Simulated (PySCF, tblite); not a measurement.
# C₄H₆F₃P: dynamics, then NMR shifts on frames, part 1 of 2

How do NMR shifts of C₄H₆F₃P (`FC(F)(F)P1CCC1`) change as the atoms move?

Programs: tblite 0.8.0 and PySCF 2.14.0, with density-fitted response routines of our own. Each step states its level of theory. These are calculated values for one molecule in the gas phase, unless marked as measured. Atoms count from 0, in the outputs and in this text.

### Step 1. Starting geometry

14 atoms, charge 0, multiplicity 1; geometry from: GFN2-xTB.

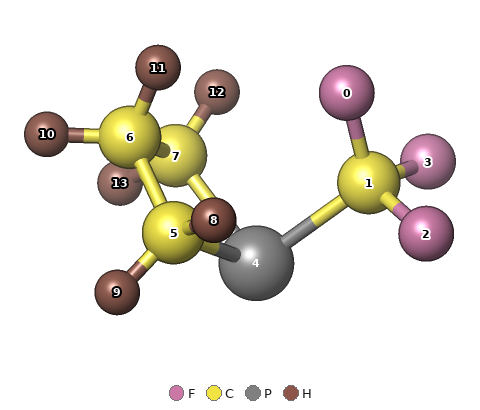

The starting geometry (fluorine pink, carbon yellow, phosphorus grey, hydrogen brown), atoms numbered; sticks join atoms by distance.

### Step 2. Dynamics with GFN2-xTB

The job: settings as JSON, then the geometry in Å.

```
{"job": {"kind": "md", "xc": "GFN2-xTB", "basis": "xTB", "temperature": 200, "steps": 2000, "every": 50, "frames": 5}, "charge": 0, "multiplicity": 1}
F      1.567727    -1.214368    -0.108745
C      1.852456     0.051304     0.237098
F      2.740696     0.498347    -0.664382
F      2.485367    -0.013567     1.418948
P      0.380449     1.243660     0.350242
C     -0.550353     0.567853    -1.127120
C     -1.270077    -0.496430    -0.278641
C     -0.821801     0.020198     1.100790
H      0.074318     0.192238    -1.936459
H     -1.225096     1.324282    -1.526432
H     -2.351331    -0.504462    -0.411961
H     -0.895636    -1.498559    -0.479607
H     -0.376800    -0.717644     1.767061
H     -1.610597     0.546677     1.637042
```

With the program's defaults for keys left out, this is: GFN2-xTB Langevin dynamics, gas phase.

On the command line:

```sh
OMP_NUM_THREADS=1 python probes_run.py task.json out
```

One launch serves the whole session: the jobs run in the order shown.

Output:

```text
t/fs     T/K      E/eV
    0.0   154.9   -770.85277
   25.0    83.2   -770.57793
   50.0   173.2   -770.69517
   75.0   108.3   -770.52908
  100.0   184.5   -770.60721
  125.0   191.6   -770.57315
  150.0   183.5   -770.55154
  175.0   153.3   -770.56721
  200.0   212.3   -770.65158
  225.0   183.4   -770.63586
  250.0   205.5   -770.65021
  275.0   206.5   -770.65722
  300.0   169.6   -770.58512
  325.0   173.7   -770.60898
  350.0   127.9   -770.59094
  375.0   166.0   -770.52406
  400.0   160.2   -770.57224
  425.0   216.0   -770.49786
  450.0   204.0   -770.48379
  475.0   240.2   -770.41615
  500.0   297.3   -770.49032
  525.0   256.1   -770.42498
  550.0   255.1   -770.46557
  575.0   208.1   -770.40557
  600.0   333.5   -770.52986
  625.0   270.5   -770.41960
  650.0   295.1   -770.56378
  675.0   169.5   -770.31009
  700.0   232.5   -770.45952
  725.0   225.4   -770.33647
  750.0   221.8   -770.31847
  775.0   237.4   -770.52283
  800.0   230.0   -770.56343
  825.0   202.6   -770.46016
  850.0   261.0   -770.56777
  875.0   213.1   -770.56220
  900.0   225.3   -770.52003
  925.0   185.8   -770.51966
  950.0   183.4   -770.41724
  975.0   245.6   -770.66351
 1000.0   182.8   -770.62124
```

Wall time 11 s (1 thread of Arm Neoverse V1, shared host); peak memory 0.25 GiB.

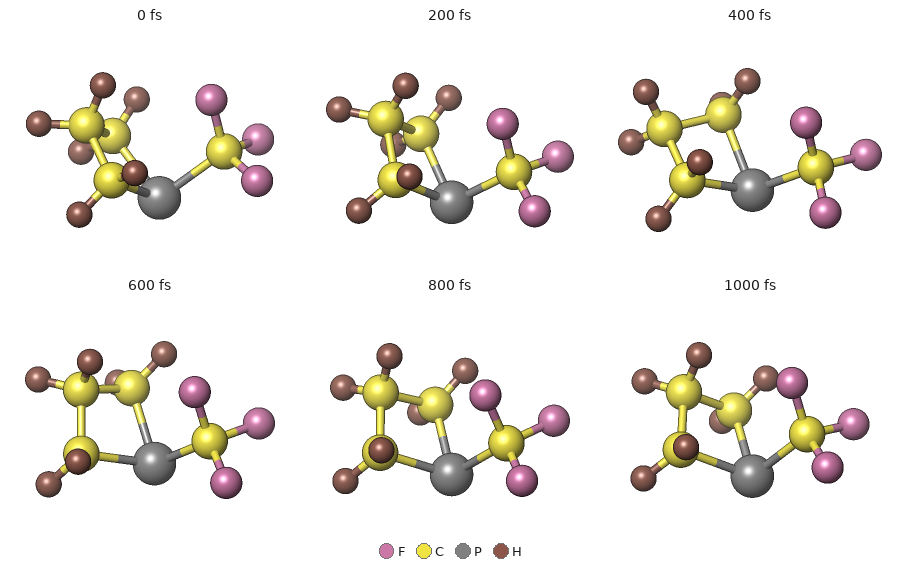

Frames of the run.

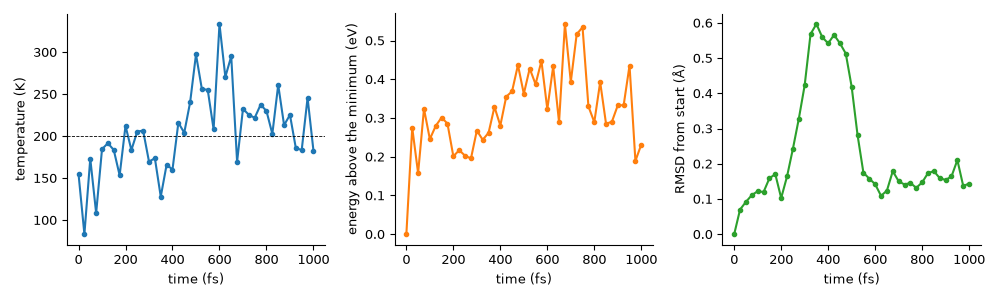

Temperature, potential energy and distance from the start.

Positions (Å) and forces (eV/Å) at 1000 fs:

```xyz
14

F     1.830   -1.577   -0.198   -0.246   -0.049   -0.004
C     2.170   -0.326    0.136   -0.219    0.474   -0.389
F     2.794    0.195   -0.930   -0.231    0.159   -0.495
F     3.122   -0.418    1.048    0.499   -0.243    0.922
P     0.852    0.880    0.841   -0.187    0.076   -0.346
C    -0.712    0.171    0.021    0.620    0.389    0.040
C    -0.806   -0.940    1.079    0.488    0.434    0.498
C     0.236   -0.352    2.086   -0.872   -0.087   -1.569
H    -0.472   -0.118   -0.998   -0.283   -0.246   -0.125
H    -1.550    0.889    0.007    0.432   -0.320    0.141
H    -1.773   -1.047    1.535   -0.491   -0.150   -0.039
H    -0.440   -1.903    0.725   -0.263    0.075   -0.138
H     0.926   -1.090    2.339    1.398   -1.047    0.667
H    -0.141    0.094    2.964   -0.645    0.535    0.837
```

### Step 3. Shielding tensors: 250 fs, PBE0/pcSseg-1

The job: settings as JSON, then the geometry in Å.

```
{"job": {"kind": "nmr", "xc": "PBE0", "basis": "pcSseg-1", "pop": false}, "charge": 0, "multiplicity": 1}
F      1.850800    -1.289100    -0.602000
C      1.894400    -0.055200    -0.024500
F      2.427900     0.725400    -0.936100
F      2.777700    -0.149100     0.978600
P      0.344700     0.797000     0.566600
C     -0.849900     0.056500    -0.683700
C     -1.320700    -1.011500     0.298100
C     -0.397700    -0.664600     1.447300
H     -0.312300    -0.257300    -1.634500
H     -1.638100     0.762700    -1.026300
H     -2.353200    -0.891800     0.547100
H     -1.161300    -2.052600    -0.064800
H      0.325800    -1.446300     1.674100
H     -0.919300    -0.474500     2.403700
```

Method: GIAO PBE0/pcSseg-1 NMR shielding, non-relativistic, gas phase.

Output:

```text
coarse grid: 12952 points
cycle   1  E = -796.0393298498  dE =  1.197e+00  |g| = 8.777e-01  |ddm| = 3.386e+00
cycle   2  E = -795.8797392851  dE =  1.596e-01  |g| = 1.335e+00  |ddm| = 1.151e+00
cycle   3  E = -796.1747747063  dE = -2.950e-01  |g| = 4.793e-02  |ddm| = 7.695e-01
cycle   4  E = -796.1751687263  dE = -3.940e-04  |g| = 3.028e-02  |ddm| = 9.682e-02
cycle   5  E = -796.1753346176  dE = -1.659e-04  |g| = 9.141e-03  |ddm| = 2.816e-02
cycle   6  E = -796.1753466570  dE = -1.204e-05  |g| = 1.836e-03  |ddm| = 7.167e-03
cycle   7  E = -796.1753472855  dE = -6.286e-07  |g| = 4.473e-04  |ddm| = 2.072e-03
final grid: 123808 points
cycle   8  E = -796.2426168211  dE = -4.041e-05  |g| = 8.684e-03  |ddm| = 2.581e-02
cycle   9  E = -796.2426006496  dE =  1.617e-05  |g| = 1.223e-02  |ddm| = 1.643e-02
cycle  10  E = -796.2426346064  dE = -3.396e-05  |g| = 6.022e-04  |ddm| = 1.024e-02
cycle  11  E = -796.2426346710  dE = -6.454e-08  |g| = 2.640e-04  |ddm| = 7.677e-04
cycle  12  E = -796.2426346837  dE = -1.272e-08  |g| = 7.841e-05  |ddm| = 2.350e-04
cycle  13  E = -796.2426346846  dE = -8.747e-10  |g| = 2.345e-05  |ddm| = 5.585e-05
converged SCF energy = -796.2426346846

GIAO shielding tensors (ppm)
atom      isotropic    diamagn.    paramagn.     s11        s22        s33       span
  0 F      256.031     476.303    -220.272    168.162    244.433    355.497    187.335
  1 C       43.642     247.500    -203.858     25.512     46.899     58.515     33.003
  2 F      249.228     472.802    -223.574    175.985    262.265    309.434    133.449
  3 F      246.771     472.265    -225.494    163.396    251.398    325.518    162.122
  4 P      320.489     964.189    -643.700    254.031    327.640    379.795    125.763
  5 C      165.183     252.145     -86.961    151.682    160.868    182.999     31.317
  6 C      161.876     247.663     -85.788    133.512    169.588    182.527     49.015
  7 C      171.676     254.227     -82.550    160.615    165.427    188.987     28.372
  8 H       28.228      29.593      -1.365     24.133     28.158     32.394      8.261
  9 H       28.925      29.775      -0.850     25.472     26.545     34.757      9.285
 10 H       29.162      30.297      -1.135     24.929     27.485     35.072     10.143
 11 H       28.054      28.946      -0.893     24.502     25.604     34.056      9.554
 12 H       29.320      30.834      -1.514     25.731     28.915     33.314      7.582
 13 H       29.342      29.578      -0.236     25.558     26.966     35.501      9.943
```

Wall time 18 s (1 thread of Arm Neoverse V1, shared host); peak memory 0.83 GiB.

Shifts follow as δ = σ(reference) − σ, with reference shieldings (ppm) from runs at the same level and on the same kind of geometry: ¹H TMS 31.72, ¹³C TMS 186.9, ¹⁹F CFCl3 170.9, ³¹P H3PO4 318.4. The references are single molecules in the gas phase, so shifts against H2O, NH3, PH3, H3PO4 or CFCl3 are not on the usual liquid scales and can be off by tens of ppm. Each atom is listed at this fixed geometry, with no averaging over motion; a spectrum would average atoms that exchange fast.

| atoms | environment | σ (ppm) | δ (ppm) |
| --- | --- | --- | --- |
| C1 | CF3 carbon | 43.6 | 143.3 |
| C6 | sp3 CH2 in a ring | 161.9 | 25.0 |
| C5 | sp3 CH2 bonded to P | 165.2 | 21.7 |
| C7 | sp3 CH2 bonded to P | 171.7 | 15.2 |
| H11 | hydrogen on an sp3 CH2 in a ring | 28.05 | 3.66 |
| H8 | hydrogen on an sp3 CH2 bonded to P | 28.23 | 3.49 |
| H9 | hydrogen on an sp3 CH2 bonded to P | 28.92 | 2.79 |
| H10 | hydrogen on an sp3 CH2 in a ring | 29.16 | 2.56 |
| H12 | hydrogen on an sp3 CH2 bonded to P | 29.32 | 2.40 |
| H13 | hydrogen on an sp3 CH2 bonded to P | 29.34 | 2.38 |
| F3 | fluorine of a CF3 group | 246.8 | -75.8 |
| F2 | fluorine of a CF3 group | 249.2 | -78.3 |
| F0 | fluorine of a CF3 group | 256.0 | -85.1 |
| P4 | phosphorus bonded to 3 C, in a 4-membered ring | 320.5 | -2.1 |

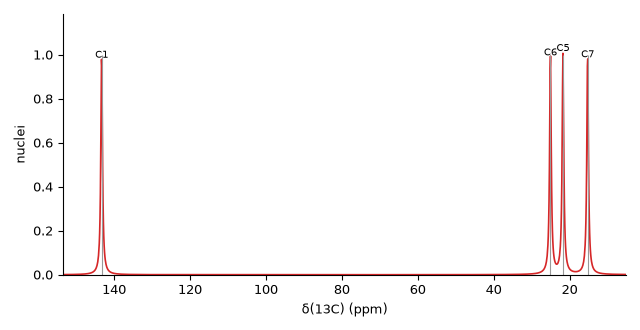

¹³C lines at the computed shifts, without couplings. Lines are broadened to a width of 0.51 ppm (Lorentzian).

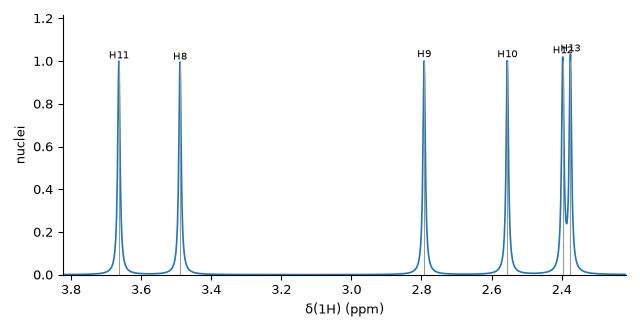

¹H lines at the computed shifts, without couplings. Lines are broadened to a width of 0.01 ppm (Lorentzian).

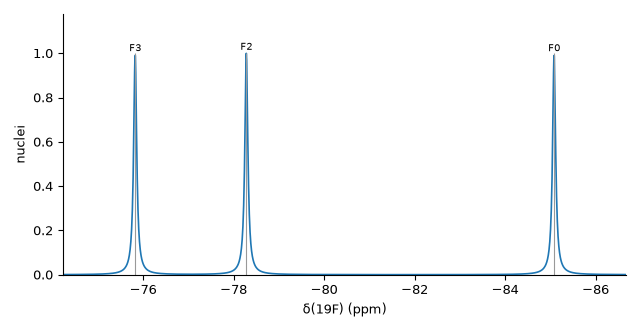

¹⁹F lines at the computed shifts, without couplings. Lines are broadened to a width of 0.08 ppm (Lorentzian).

Ring of atoms P4, C5, C6, C7: NICS(0) 5.0, NICS(1) 1.5, NICS(1)zz 7.3 ppm (means of both faces).

### Step 4. Nuclear shieldings: 425 fs, PBE0/pcSseg-1

The job: settings as JSON, then the geometry in Å.

```
{"job": {"kind": "nmr", "xc": "PBE0", "basis": "pcSseg-1", "pop": false}, "charge": 0, "multiplicity": 1}
F      1.862400    -1.418200    -0.649100
C      2.031000    -0.259800    -0.060900
F      2.486900     0.630900    -1.035500
F      3.105400    -0.326200     0.735900
P      0.552700     0.491100     0.853000
C     -0.790500     0.067100    -0.403200
C     -1.434800    -0.878200     0.600200
C     -0.236600    -1.063600     1.548700
H     -0.325900    -0.488700    -1.240800
H     -1.365000     0.953400    -0.662800
H     -2.210700    -0.280400     1.127400
H     -1.978800    -1.727400     0.295300
H      0.330500    -1.948400     1.213600
H     -0.409600    -1.097100     2.646100
```

Method: GIAO PBE0/pcSseg-1 NMR shielding, non-relativistic, gas phase.

Output:

```text
coarse grid: 12952 points
cycle   1  E = -796.0274856856  dE =  1.139e+00  |g| = 8.936e-01  |ddm| = 3.353e+00
cycle   2  E = -795.8400664275  dE =  1.874e-01  |g| = 1.409e+00  |ddm| = 1.192e+00
cycle   3  E = -796.1695683555  dE = -3.295e-01  |g| = 5.176e-02  |ddm| = 7.942e-01
cycle   4  E = -796.1699357163  dE = -3.674e-04  |g| = 3.669e-02  |ddm| = 8.913e-02
cycle   5  E = -796.1701478850  dE = -2.122e-04  |g| = 1.017e-02  |ddm| = 2.876e-02
cycle   6  E = -796.1701654604  dE = -1.758e-05  |g| = 1.822e-03  |ddm| = 1.063e-02
cycle   7  E = -796.1701661330  dE = -6.726e-07  |g| = 4.262e-04  |ddm| = 2.329e-03
final grid: 123808 points
cycle   8  E = -796.2386753444  dE = -4.457e-05  |g| = 8.398e-03  |ddm| = 2.530e-02
cycle   9  E = -796.2386605726  dE =  1.477e-05  |g| = 1.194e-02  |ddm| = 1.555e-02
cycle  10  E = -796.2386917492  dE = -3.118e-05  |g| = 7.143e-04  |ddm| = 9.637e-03
cycle  11  E = -796.2386918311  dE = -8.189e-08  |g| = 3.082e-04  |ddm| = 7.489e-04
cycle  12  E = -796.2386918451  dE = -1.400e-08  |g| = 8.228e-05  |ddm| = 2.038e-04
cycle  13  E = -796.2386918461  dE = -9.875e-10  |g| = 2.184e-05  |ddm| = 7.441e-05
converged SCF energy = -796.2386918461

GIAO shielding tensors (ppm)
atom      isotropic    diamagn.    paramagn.     s11        s22        s33       span
  0 F      267.469     474.470    -207.000    194.812    291.155    316.442    121.630
  1 C       41.982     247.112    -205.129     32.616     39.197     54.134     21.518
  2 F      221.556     474.657    -253.101    119.169    197.389    348.110    228.941
  3 F      240.922     470.895    -229.974    160.320    241.248    321.197    160.877
  4 P      330.978     964.070    -633.093    298.639    322.691    371.603     72.964
  5 C      167.453     251.180     -83.727    153.944    169.318    179.098     25.153
  6 C      165.569     249.056     -83.487    139.499    168.650    188.557     49.058
  7 C      166.659     255.415     -88.756    152.284    168.230    179.464     27.180
  8 H       28.496      30.488      -1.991     24.794     29.097     31.599      6.806
  9 H       29.318      30.400      -1.082     25.680     26.135     36.140     10.461
 10 H       28.456      29.903      -1.448     25.203     26.663     33.502      8.299
 11 H       30.341      30.382      -0.041     25.805     26.845     38.372     12.567
 12 H       28.677      30.625      -1.947     25.216     29.136     31.679      6.463
 13 H       29.218      29.221      -0.004     25.498     25.779     36.376     10.879
```

It took 18 s on 1 thread of Arm Neoverse V1, shared host; peak memory 0.89 GiB.

This run: δ C1 144.9, C6 21.4, C7 20.3, C5 19.5, H10 3.26, H8 3.22 ppm.

(Continued in part 2 of 2.)
